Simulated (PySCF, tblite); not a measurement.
# C5H6ClNS: a rotation path, then NMR shifts on frames

Aim: move C5H6ClNS (`CCc1nc(Cl)cs1`) away from its starting geometry and see how NMR shifts follow the geometry.

The runs use tblite 0.8.0 and PySCF 2.14.0, with density-fitted response routines of our own; the level of theory stands in each step. All values are computed, except where a source is named. Atoms are numbered from 0 throughout.

## (1) The molecule as given

14 atoms, charge 0, multiplicity 1; geometry from: GFN2-xTB.

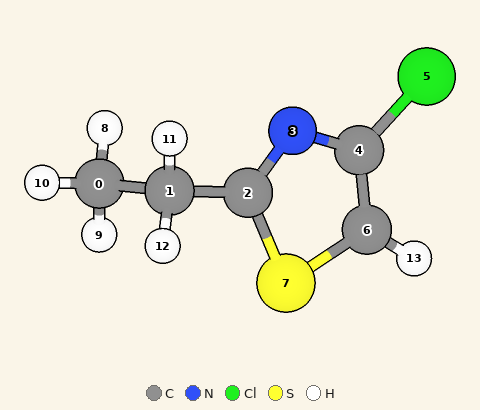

As it starts; carbon grey, nitrogen blue, chlorine green, sulfur yellow, hydrogen white, atoms numbered; sticks join atoms by distance.

## (2) The rotation path with GFN2-xTB

Job settings and geometry (Å):

```
{"job": {"kind": "neb", "xc": "GFN2-xTB", "basis": "xTB", "atoms": [7, 2, 1, 0], "turn": 120}, "charge": 0, "multiplicity": 1}
C     -2.095419     0.118266    -0.618835
C     -1.295966     0.138656     0.686833
C      0.151654    -0.035386     0.414608
N      0.993347     0.923391     0.269888
C      2.233737     0.468935    -0.018668
Cl     3.504312     1.583871    -0.247402
C      2.368490    -0.882978    -0.103121
S      0.850703    -1.629359     0.195040
H     -1.775610     0.929694    -1.267212
H     -1.947300    -0.824968    -1.139646
H     -3.154481     0.236112    -0.406726
H     -1.437276     1.096257     1.189285
H     -1.642422    -0.665477     1.338271
H      3.245553    -1.457487    -0.314482
```

Method: GFN2-xTB climbing-image nudged elastic band, gas phase.

Started as:

```
> OMP_NUM_THREADS=1 python probes_run.py task.json out
```

One launch serves the whole session: the jobs run in the order shown.

Output:

```text
image   E - E0 / eV
  0       0.0000
  1      -0.0024
  2      -0.0007
  3       0.0036
  4       0.0070
  5       0.0082
  6       0.0076
  7       0.0056
  8       0.0003
```

Run time: 5.2 s. Hardware: 1 thread, shared host.

The final band, with the dihedral S7–C2–C1–C0:

```tsv
image	dihedral (°)	energy (eV)	energy (kcal/mol)
0	-83	0.000	0.0
1	-68	-0.002	-0.1
2	-54	-0.001	0.0
3	-39	0.004	0.1
4	-24	0.007	0.2
5	-9	0.008	0.2
6	6	0.008	0.2
7	21	0.006	0.1
8	36	0.000	0.0
```

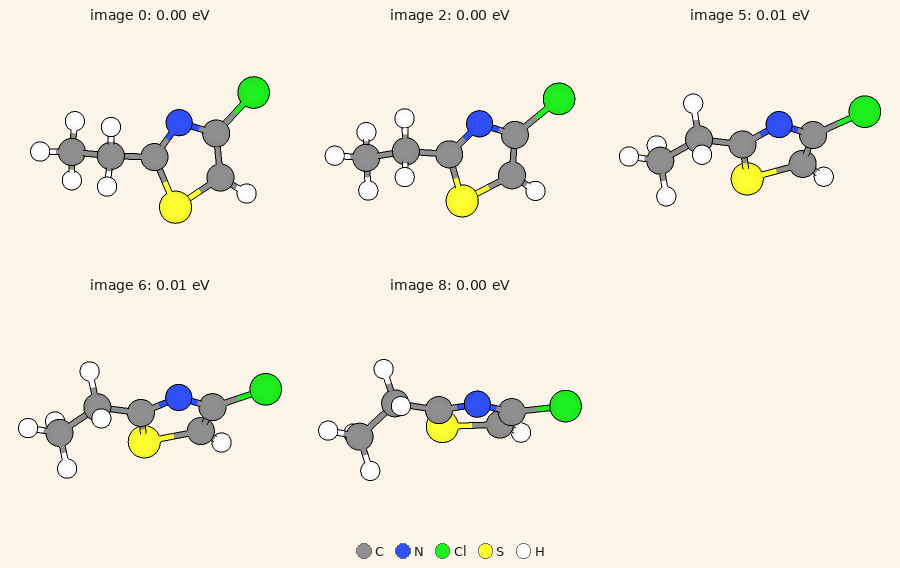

Images along the band.

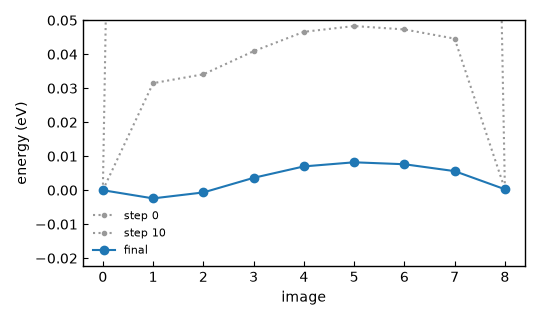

Energy along the band, early and final.

## (3) NMR shieldings: image 0, PBE0/pcSseg-1

Job settings and geometry (Å):

```
{"job": {"kind": "nmr", "xc": "PBE0", "basis": "pcSseg-1", "pop": false}, "charge": 0, "multiplicity": 1}
C     -2.095400     0.118300    -0.618800
C     -1.296000     0.138700     0.686800
C      0.151700    -0.035400     0.414600
N      0.993300     0.923400     0.269900
C      2.233700     0.468900    -0.018700
Cl     3.504300     1.583900    -0.247400
C      2.368500    -0.883000    -0.103100
S      0.850700    -1.629400     0.195000
H     -1.775600     0.929700    -1.267200
H     -1.947300    -0.825000    -1.139600
H     -3.154500     0.236100    -0.406700
H     -1.437300     1.096300     1.189300
H     -1.642400    -0.665500     1.338300
H      3.245600    -1.457500    -0.314500
```

Level: GIAO PBE0/pcSseg-1 NMR shielding, non-relativistic, gas phase.

Output:

```text
coarse grid: 13464 points
cycle   1  E = -1106.5399341585  dE =  1.420e+00  |g| = 4.192e-01  |ddm| = 3.717e+00
cycle   2  E = -1106.5137668087  dE =  2.617e-02  |g| = 5.592e-01  |ddm| = 8.599e-01
cycle   3  E = -1106.5816552921  dE = -6.789e-02  |g| = 8.723e-02  |ddm| = 5.145e-01
cycle   4  E = -1106.5828468887  dE = -1.192e-03  |g| = 4.745e-02  |ddm| = 1.083e-01
cycle   5  E = -1106.5833524909  dE = -5.056e-04  |g| = 1.191e-02  |ddm| = 5.300e-02
cycle   6  E = -1106.5833846127  dE = -3.212e-05  |g| = 3.791e-03  |ddm| = 1.425e-02
cycle   7  E = -1106.5833879800  dE = -3.367e-06  |g| = 1.358e-03  |ddm| = 4.899e-03
final grid: 122760 points
cycle   8  E = -1106.6315490834  dE = -2.492e-05  |g| = 1.090e-02  |ddm| = 3.039e-02
cycle   9  E = -1106.6314928123  dE =  5.627e-05  |g| = 1.786e-02  |ddm| = 3.014e-02
cycle  10  E = -1106.6315773337  dE = -8.452e-05  |g| = 2.890e-03  |ddm| = 2.177e-02
cycle  11  E = -1106.6315793865  dE = -2.053e-06  |g| = 4.636e-04  |ddm| = 2.936e-03
cycle  12  E = -1106.6315794313  dE = -4.474e-08  |g| = 1.333e-04  |ddm| = 5.103e-04
cycle  13  E = -1106.6315794352  dE = -3.931e-09  |g| = 3.778e-05  |ddm| = 1.365e-04
cycle  14  E = -1106.6315794355  dE = -2.806e-10  |g| = 1.455e-05  |ddm| = 4.561e-05
converged SCF energy = -1106.6315794355

GIAO shielding tensors (ppm)
atom      isotropic    diamagn.    paramagn.     s11        s22        s33       span
  0 C      165.698     246.461     -80.763    151.933    159.344    185.818     33.885
  1 C      154.728     245.446     -90.717    138.818    150.157    175.210     36.392
  2 C        9.258     260.718    -251.460    -45.875    -23.808     97.457    143.332
  3 N      -82.099     329.411    -411.510   -331.755    -96.094    181.552    513.307
  4 C       38.764     252.023    -213.259    -26.157     70.188     72.261     98.418
  5 Cl     734.991    1144.791    -409.800    500.102    681.587   1023.285    523.183
  6 C       64.830     262.273    -197.443    -13.423     75.936    131.978    145.402
  7 S      223.869    1057.220    -833.351     13.989    311.116    346.502    332.513
  8 H       30.282      29.474       0.808     25.855     29.381     35.608      9.753
  9 H       30.601      29.582       1.018     26.012     30.445     35.345      9.333
 10 H       30.323      27.651       2.672     26.203     26.713     38.054     11.851
 11 H       28.575      29.447      -0.872     24.057     27.643     34.025      9.967
 12 H       28.895      29.765      -0.870     24.377     28.589     33.719      9.342
 13 H       24.942      31.549      -6.607     21.295     26.537     26.995      5.700
```

Wall time 49 s (1 thread, shared host).

The references, computed at this level on geometries of the same kind, shield at (ppm): ¹H TMS 31.72, ¹³C TMS 186.9, ¹⁵N NH3 267.7, ³³S CS2 504, ³⁵Cl HCl 950. Their shielding less the atom's gives the shift. The references are single molecules in the gas phase, so shifts against H2O, NH3, PH3, H3PO4 or CFCl3 are not on the usual liquid scales and can be off by tens of ppm. Each atom is listed at this fixed geometry, with no averaging over motion; a spectrum would average atoms that exchange fast.

```tsv
atoms	environment	σ (ppm)	δ (ppm)
C2	substituted aromatic carbon next to a ring nitrogen	9.3	177.7
C4	aromatic carbon bearing chlorine	38.8	148.2
C6	aromatic CH next to the ring sulfur	64.8	122.1
C1	sp3 CH2 on an aromatic ring	154.7	32.2
C0	methyl carbon	165.7	21.2
H13	hydrogen on an aromatic CH next to the ring sulfur	24.94	6.77
H11	hydrogen on an sp3 CH2 on an aromatic ring	28.57	3.14
H12	hydrogen on an sp3 CH2 on an aromatic ring	28.89	2.82
H8	hydrogen on a methyl carbon	30.28	1.44
H10	hydrogen on a methyl carbon	30.32	1.39
H9	hydrogen on a methyl carbon	30.60	1.12
N3	pyridine-type nitrogen of an azole	-82.1	349.8
Cl5	chlorine bonded to C	735	215
S7	aromatic ring sulfur	224	280
```

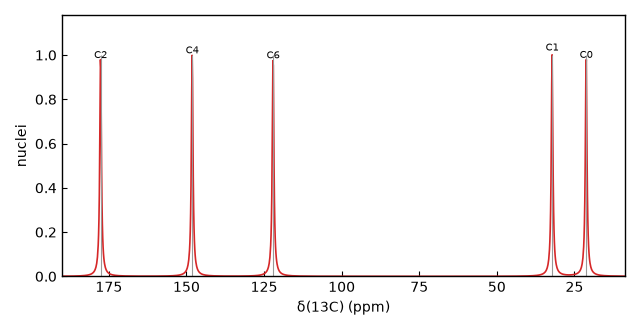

¹³C lines at the computed shifts, without couplings. Lines are broadened to a width of 0.63 ppm (Lorentzian).

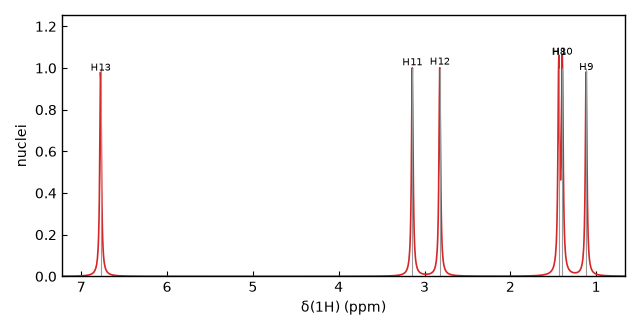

¹H lines at the computed shifts, without couplings. Lines are broadened to a width of 0.02 ppm (Lorentzian).

Ring of atoms C2, N3, C4, C6, S7: NICS(0) -11.7, NICS(1) -10.8, NICS(1)zz -23.9 ppm (means of both faces).

Orbitals, density, ELF and potential are computed afterwards from the orbital file.

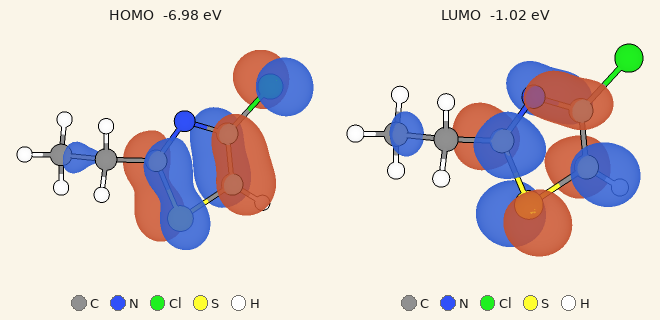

PBE0/pcSseg-1 orbitals near the gap, drawn at the value that encloses 70 % of each; the two colours are the two signs.

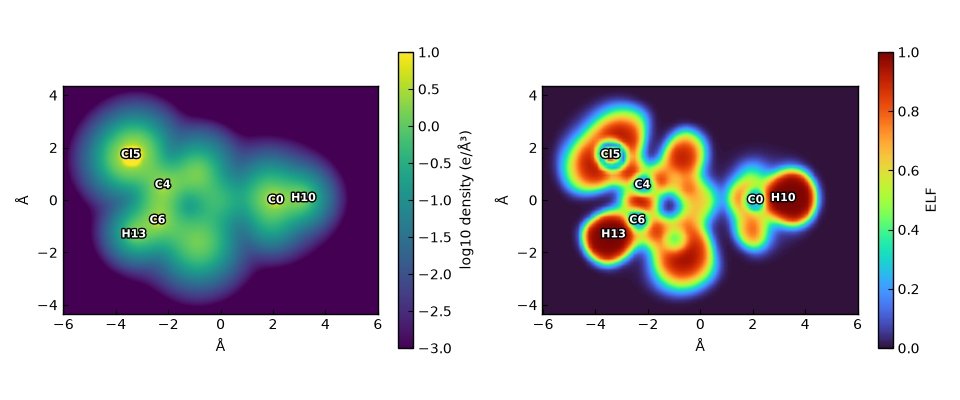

Density (left) and ELF (right) in a plane through or near 6 of the atoms.

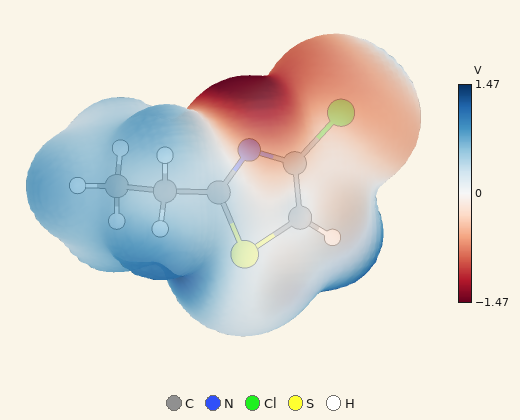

The potential that a unit positive charge feels on the 0.002 e/bohr³ surface, from the 1st to the 99th percentile, from -1.47 V near N3 to 1.23 V near H13.

## (4) Shielding tensors: image 2, PBE0/pcSseg-1

Job settings and geometry (Å):

```
{"job": {"kind": "nmr", "xc": "PBE0", "basis": "pcSseg-1", "pop": false}, "charge": 0, "multiplicity": 1}
C     -2.129900    -0.042500    -0.581100
C     -1.279800     0.278200     0.646800
C      0.159600     0.048700     0.373400
N      1.082900     0.928000     0.521000
C      2.296100     0.453300     0.156400
Cl     3.666600     1.463600     0.256400
C      2.321700    -0.832600    -0.287700
S      0.736200    -1.488300    -0.245700
H     -1.842700     0.588700    -1.418000
H     -1.993600    -1.082700    -0.868500
H     -3.181500     0.125000    -0.366900
H     -1.393000     1.322900     0.937400
H     -1.598000    -0.353000     1.480800
H      3.154700    -1.410000    -0.626700
```

Method: GIAO PBE0/pcSseg-1 NMR shielding, non-relativistic, gas phase.

Output:

```text
coarse grid: 13464 points
cycle   1  E = -1106.5392730297  dE =  1.431e+00  |g| = 4.175e-01  |ddm| = 3.719e+00
cycle   2  E = -1106.5146307596  dE =  2.464e-02  |g| = 5.524e-01  |ddm| = 8.534e-01
cycle   3  E = -1106.5806363560  dE = -6.601e-02  |g| = 8.725e-02  |ddm| = 5.034e-01
cycle   4  E = -1106.5818438371  dE = -1.207e-03  |g| = 4.675e-02  |ddm| = 1.072e-01
cycle   5  E = -1106.5823341575  dE = -4.903e-04  |g| = 1.188e-02  |ddm| = 5.223e-02
cycle   6  E = -1106.5823660960  dE = -3.194e-05  |g| = 3.755e-03  |ddm| = 1.420e-02
cycle   7  E = -1106.5823694000  dE = -3.304e-06  |g| = 1.313e-03  |ddm| = 4.918e-03
final grid: 122760 points
cycle   8  E = -1106.6308985744  dE = -2.262e-05  |g| = 1.104e-02  |ddm| = 3.085e-02
cycle   9  E = -1106.6308415256  dE =  5.705e-05  |g| = 1.803e-02  |ddm| = 3.088e-02
cycle  10  E = -1106.6309275406  dE = -8.602e-05  |g| = 2.954e-03  |ddm| = 2.238e-02
cycle  11  E = -1106.6309296875  dE = -2.147e-06  |g| = 4.506e-04  |ddm| = 2.978e-03
cycle  12  E = -1106.6309297293  dE = -4.180e-08  |g| = 1.349e-04  |ddm| = 5.168e-04
cycle  13  E = -1106.6309297334  dE = -4.089e-09  |g| = 3.559e-05  |ddm| = 1.350e-04
cycle  14  E = -1106.6309297336  dE = -2.360e-10  |g| = 1.431e-05  |ddm| = 4.256e-05
converged SCF energy = -1106.6309297336

GIAO shielding tensors (ppm)
atom      isotropic    diamagn.    paramagn.     s11        s22        s33       span
  0 C      166.588     247.454     -80.866    148.982    167.471    183.310     34.328
  1 C      155.070     245.421     -90.351    139.576    149.452    176.181     36.605
  2 C        8.425     261.120    -252.695    -45.106    -22.218     92.600    137.707
  3 N      -80.701     329.082    -409.783   -324.026    -97.004    178.925    502.951
  4 C       39.658     252.426    -212.768    -25.480     71.017     73.438     98.918
  5 Cl     736.295    1144.612    -408.316    502.953    682.273   1023.659    520.706
  6 C       64.609     262.275    -197.666    -17.495     77.056    134.266    151.761
  7 S      228.082    1057.413    -829.330      7.161    310.970    366.117    358.956
  8 H       30.401      29.706       0.695     26.684     28.842     35.676      8.993
  9 H       30.470      29.972       0.497     25.382     30.798     35.228      9.846
 10 H       30.270      27.678       2.593     25.645     27.153     38.013     12.368
 11 H       28.562      29.705      -1.143     23.265     28.320     34.101     10.836
 12 H       28.733      29.212      -0.479     25.067     27.052     34.080      9.013
 13 H       24.878      31.666      -6.789     21.262     26.473     26.899      5.637
```

Wall time 41 s (1 thread, shared host).

Key values: δ C2 178.5, C4 147.3, C6 122.3, C1 31.9, H13 6.84, H11 3.15 ppm.

(Part 1 of 2 ends here.)
